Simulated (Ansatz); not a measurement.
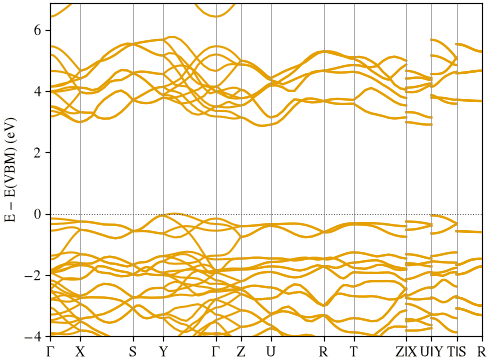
Fig. 1. Band structure from plane-wave PAW LDA (Ansatz code)

The gap is 2.85 eV; an edge lies off the plotted path or next to a special point (maximum on the Y–Γ line, 22 % of the way from Y, minimum off the standard path).

The material is SnCl$_{2}$ in space group Pnma (No. 62; Sn on 4c, Cl on 4c, Cl on 4c).

The first step of the workflow began from a Materials Project structure, measured or hypothetical; the Crystallography Open Database files this formula in space group No. 62, but the cells were not matched. Its standing as an ambient phase is unchecked. The LDA relaxation kept the symmetry of its start; phonons on a q-mesh show no instability. A crystal of weakly bound chains computed without a dispersion correction: the cell and the soft elastic constants depend strongly on that. Spin–orbit coupling is left out wherever it is not named.

Potentials: the later of the program's two PAW sets.
